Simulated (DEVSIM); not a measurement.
Structure: abrupt Si n-p junction, at 300 K.

```tsv
layer (left to right)	material	thickness (μm)	Nd (cm⁻³)	Na (cm⁻³)	τn (s)	τp (s)
1	Si	1.60	6.2e17	-	0.00014	0.00014
2	Si	2.30	-	1.6e15	0.00014	0.00014
```

Left contact: ohmic. Right contact: ohmic. Voltage is applied to the left contact. Recombination: SRH at mid-gap, Auger. Mobility is constant in doping.

This is a model device: material constants are rounded textbook-type values typed into the input, and sizes, dopings and lifetimes were drawn at random. Values at 300 K.

```csv
parameter,Si
gap (eV),1.124
affinity (eV),4.05
permittivity,11.7
Nc (cm⁻³),2.86e19
Nv (cm⁻³),3.1e19
μn (cm²/Vs),1417
μp (cm²/Vs),470
Cn (cm⁶/s),2.8e-31
Cp (cm⁶/s),9.9e-32
```

DEVSIM, 1D drift-diffusion, Boltzmann statistics, complete ionisation; no tunnelling, impact ionisation, image-force lowering or self-heating.

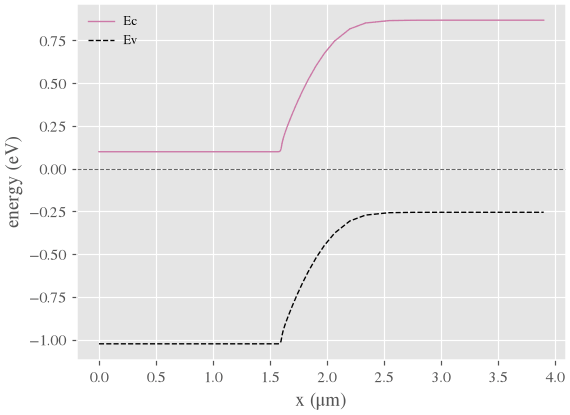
Band edges at zero bias

Energies count from the Fermi level of the right contact; mesh points crowd at the junctions.

```json
[
 {"x (μm)": "0.000", "Ec (eV)": "0.099", "Ev (eV)": "-1.025", "n (cm⁻³)": "6.2e17", "p (cm⁻³)": "190", "field (V/cm)": "≈ 0"},
 {"x (μm)": "0.02189", "Ec (eV)": "0.099", "Ev (eV)": "-1.025", "n (cm⁻³)": "6.2e17", "p (cm⁻³)": "190", "field (V/cm)": "≈ 0"},
 {"x (μm)": "0.06312", "Ec (eV)": "0.099", "Ev (eV)": "-1.025", "n (cm⁻³)": "6.2e17", "p (cm⁻³)": "190", "field (V/cm)": "≈ 0"},
 {"x (μm)": "0.1474", "Ec (eV)": "0.099", "Ev (eV)": "-1.025", "n (cm⁻³)": "6.2e17", "p (cm⁻³)": "190", "field (V/cm)": "≈ 0"},
 {"x (μm)": "0.3706", "Ec (eV)": "0.099", "Ev (eV)": "-1.025", "n (cm⁻³)": "6.2e17", "p (cm⁻³)": "190", "field (V/cm)": "≈ 0"},
 {"x (μm)": "0.7199", "Ec (eV)": "0.099", "Ev (eV)": "-1.025", "n (cm⁻³)": "6.2e17", "p (cm⁻³)": "190", "field (V/cm)": "≈ 0"},
 {"x (μm)": "1.132", "Ec (eV)": "0.099", "Ev (eV)": "-1.025", "n (cm⁻³)": "6.2e17", "p (cm⁻³)": "190", "field (V/cm)": "≈ 0"},
 {"x (μm)": "1.418", "Ec (eV)": "0.099", "Ev (eV)": "-1.025", "n (cm⁻³)": "6.2e17", "p (cm⁻³)": "190", "field (V/cm)": "≈ 0"},
 {"x (μm)": "1.515", "Ec (eV)": "0.099", "Ev (eV)": "-1.025", "n (cm⁻³)": "6.2e17", "p (cm⁻³)": "190", "field (V/cm)": "≈ 0"},
 {"x (μm)": "1.567", "Ec (eV)": "0.099", "Ev (eV)": "-1.025", "n (cm⁻³)": "6.2e17", "p (cm⁻³)": "190", "field (V/cm)": "110"},
 {"x (μm)": "1.595", "Ec (eV)": "0.112", "Ev (eV)": "-1.012", "n (cm⁻³)": "3.8e17", "p (cm⁻³)": "300", "field (V/cm)": "22000"},
 {"x (μm)": "1.622", "Ec (eV)": "0.191", "Ev (eV)": "-0.933", "n (cm⁻³)": "1.8e16", "p (cm⁻³)": "6600", "field (V/cm)": "22000"},
 {"x (μm)": "1.664", "Ec (eV)": "0.268", "Ev (eV)": "-0.856", "n (cm⁻³)": "8.9e14", "p (cm⁻³)": "130000", "field (V/cm)": "17000"},
 {"x (μm)": "1.742", "Ec (eV)": "0.394", "Ev (eV)": "-0.730", "n (cm⁻³)": "6.9e12", "p (cm⁻³)": "1.7e7", "field (V/cm)": "15000"},
 {"x (μm)": "1.978", "Ec (eV)": "0.676", "Ev (eV)": "-0.448", "n (cm⁻³)": "1.3e8", "p (cm⁻³)": "9.2e11", "field (V/cm)": "9100"},
 {"x (μm)": "2.337", "Ec (eV)": "0.852", "Ev (eV)": "-0.272", "n (cm⁻³)": "140000", "p (cm⁻³)": "8.4e14", "field (V/cm)": "1500"},
 {"x (μm)": "2.963", "Ec (eV)": "0.869", "Ev (eV)": "-0.255", "n (cm⁻³)": "73000", "p (cm⁻³)": "1.6e15", "field (V/cm)": "≈ 0"},
 {"x (μm)": "3.437", "Ec (eV)": "0.869", "Ev (eV)": "-0.255", "n (cm⁻³)": "73000", "p (cm⁻³)": "1.6e15", "field (V/cm)": "≈ 0"},
 {"x (μm)": "3.714", "Ec (eV)": "0.869", "Ev (eV)": "-0.255", "n (cm⁻³)": "73000", "p (cm⁻³)": "1.6e15", "field (V/cm)": "≈ 0"},
 {"x (μm)": "3.813", "Ec (eV)": "0.869", "Ev (eV)": "-0.255", "n (cm⁻³)": "73000", "p (cm⁻³)": "1.6e15", "field (V/cm)": "≈ 0"},
 {"x (μm)": "3.866", "Ec (eV)": "0.869", "Ev (eV)": "-0.255", "n (cm⁻³)": "73000", "p (cm⁻³)": "1.6e15", "field (V/cm)": "≈ 0"},
 {"x (μm)": "3.900", "Ec (eV)": "0.869", "Ev (eV)": "-0.255", "n (cm⁻³)": "73000", "p (cm⁻³)": "1.6e15", "field (V/cm)": "≈ 0"}
]
```
